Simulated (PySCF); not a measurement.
```xyz
17

C     3.2763    0.0511   -0.1528
C     1.8434   -0.2367    0.0898
N     1.3628   -1.2400    0.7723
C     0.0081   -1.1381    0.7538
C    -0.3313   -0.0264    0.0291
S    -1.8481    0.7215   -0.4106
C    -3.4247   -0.0304    0.1451
O    -1.8222    1.9747   -1.2424
N     0.8339    0.5486   -0.3943
H     3.5457    1.0277    0.2477
H     3.4945    0.0454   -1.2202
H     3.8719   -0.7124    0.3371
H    -0.6150   -1.8511    1.2492
H    -3.9519    0.6802    0.7738
H    -3.1141   -0.9055    0.7007
H    -4.0143   -0.2948   -0.7269
H     0.8850    1.3862   -0.9515
```

Geometry: GFN2-xTB.

These are results of CAM-B3LYP/pcSseg-1, SCF density, gas phase, non-relativistic in PySCF, not measurements.

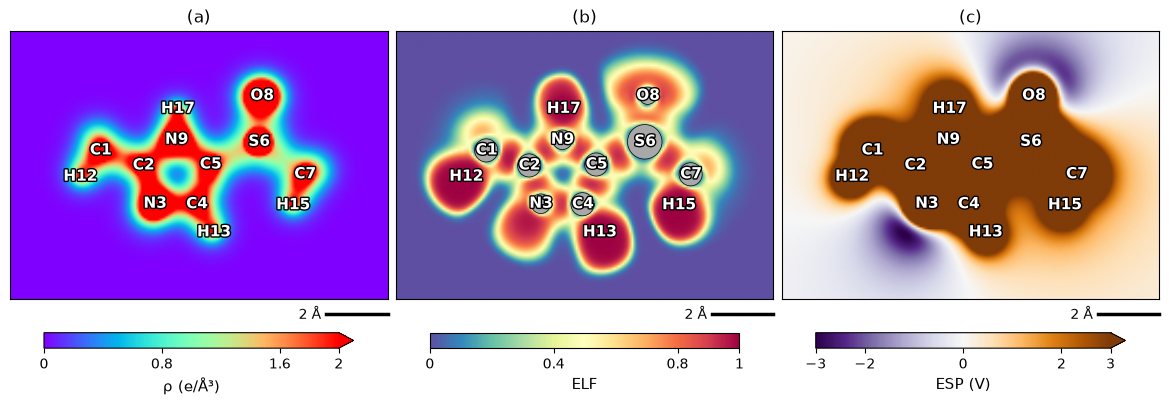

C₅H₈N₂OS. (a) electron density; (b) ELF; (c) electrostatic potential on the plane of atoms S6, C5 and N9. Grey discs cover the atomic cores in the ELF map.

### What does the map show?

- The plane passes through C, N, S, O and H nuclei.
- C–N (1.31 Å): ρ is about 2.6 e/Å³ halfway; the ELF peaks at about 0.90 between the atoms (localised, covalent bonding).
- C–C (1.37 Å): ρ at the midpoint is about 2.1 e/Å³; the ELF peaks at about 0.90 between the atoms; a covalent bond.
- S–O (1.50 Å): the density is about 1.9 e/Å³ at the midpoint; the ELF peaks at about 0.80 between the atoms (a polar covalent bond).
- C–S (1.75 Å): the density is about 1.4 e/Å³ at the midpoint; the ELF peaks at about 0.95 between the atoms (a shared electron pair).
- N–H (1.01 Å): ρ at the midpoint is about 2.9 e/Å³; the ELF climbs to about 1 towards the hydrogen, as it does in any bond to H; an ordinary covalent bond to hydrogen.
- The ELF also peaks beside N3 and O8, away from the bonds: lone-pair regions.
- Outside the dense part of the molecule the potential is most negative (−3.0 V) near N3.
